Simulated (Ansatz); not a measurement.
C$_{3}$H$_{8}$OSi (SMILES OCC1C[SiH2]1)

Input file:

```
crystal:
  periodic: [false, false, false]
  atoms:
    - {symbol: O, position_ang: [-2.267767, -0.684329, 0.049660]}
    - {symbol: C, position_ang: [-1.287126, 0.148380, -0.539927]}
    - {symbol: C, position_ang: [0.102412, -0.401197, -0.402034]}
    - {symbol: C, position_ang: [0.767205, -0.303007, 0.992046]}
    - {symbol: Si, position_ang: [1.605010, 0.678533, -0.330253]}
    - {symbol: H, position_ang: [-1.978522, -0.884098, 0.944596]}
    - {symbol: H, position_ang: [-1.562033, 0.230885, -1.593552]}
    - {symbol: H, position_ang: [-1.333582, 1.160958, -0.110320]}
    - {symbol: H, position_ang: [0.231570, -1.369270, -0.882057]}
    - {symbol: H, position_ang: [1.226506, -1.202596, 1.387378]}
    - {symbol: H, position_ang: [0.209048, 0.250872, 1.743714]}
    - {symbol: H, position_ang: [2.872482, 0.193674, -0.913792]}
    - {symbol: H, position_ang: [1.435297, 2.146599, -0.330659]}
basis:
  gaussian: {orbitals: def2-TZVPP}
hamiltonian: {xc: pbe0, dispersion: d4}
output: {orbitals: {seedname: orbitals}}
```

Command:

```sh
ansatz run in.yaml --threads 4 --pin off --events-out ev --progress --plain --max-ram 10444MiB
```

Geometry: PBE0-D4/def2-TZVP.

These are results of RKS PBE0-D4/def2-TZVPP (Ansatz 0.2.0), not measurements.

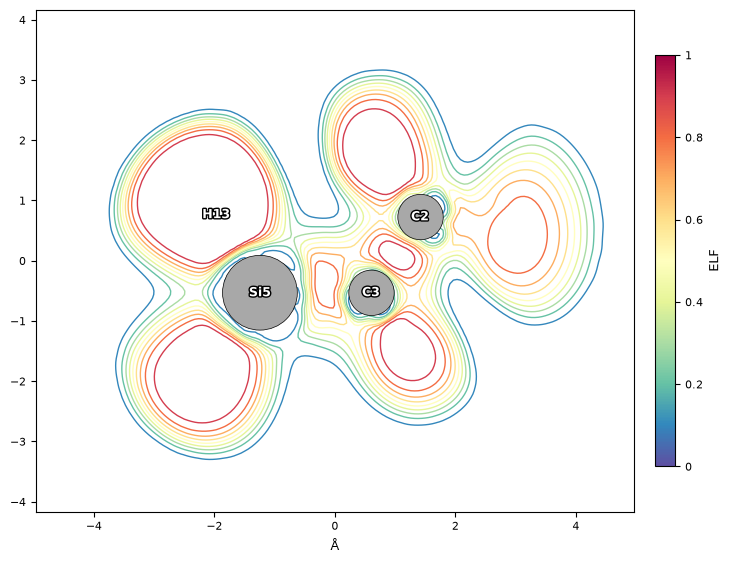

Figure 1. ELF on the plane of atoms C3, Si5 and H13. Grey discs cover the atomic cores.

Q: Interpret the plot.

A: The plane passes through C, Si and H nuclei.
C–C (1.50 Å): the ELF peaks at about 0.95 between the atoms, as expected for a shared electron pair.
C–Si (1.85 Å): the ELF peaks at about 0.85 between the atoms (a covalent bond).
Si–H (1.48 Å): the ELF climbs to about 1 towards the hydrogen, as it does in any bond to H.
The ELF also peaks beside O1, away from the bonds: lone-pair regions.

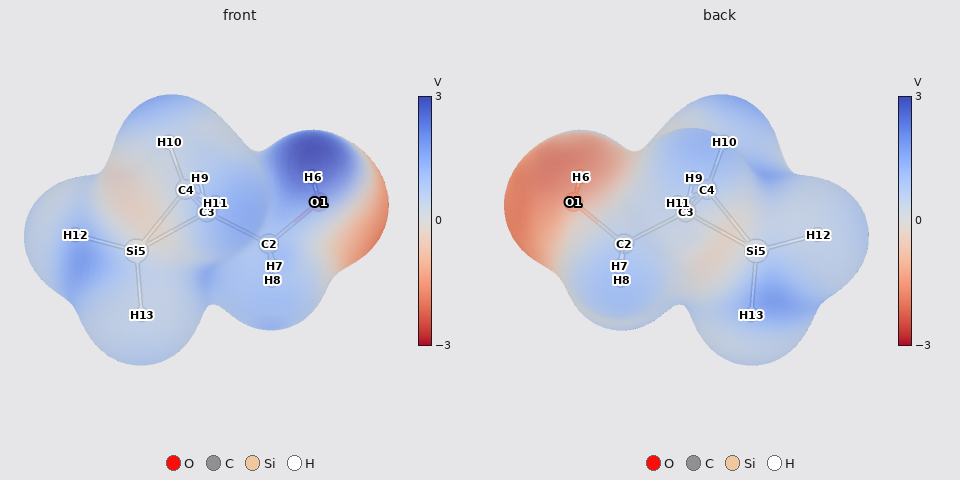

Figure 2. The electrostatic potential painted on the density surface at 0.004 e/bohr³, seen from the front and from behind; red is negative and blue positive.

Q: Where is the surface potential most negative and most positive?

A: The most negative region (about −1.9 V) lies over O1, the most positive (about +2.8 V) over H6. O1 is the likeliest acceptor of a hydrogen bond.

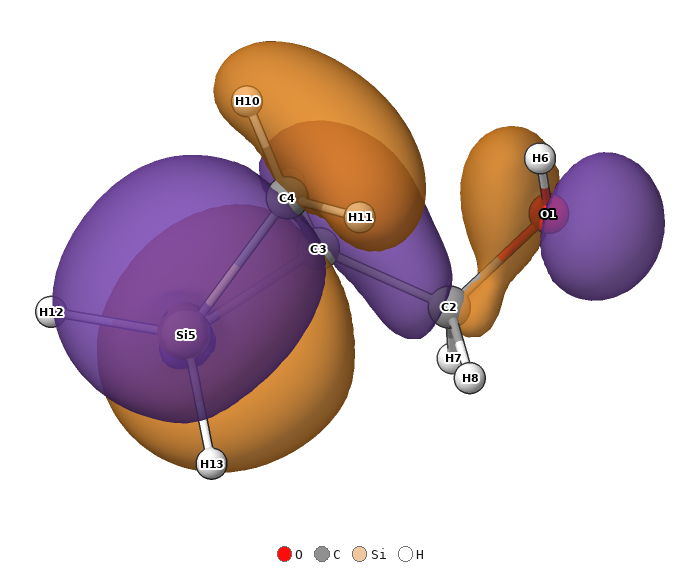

Figure 3. The HOMO at ±0.08 Å⁻³ᐟ² (orange and purple are the two phases), seen at a tilt.

Q: Describe this orbital and give its energy.

A: It lies mainly on Si5 (about 35 %), C3 (about 20 %), C4 (about 20 %) and O1 (about 10 %). Its energy is −7.02 eV.
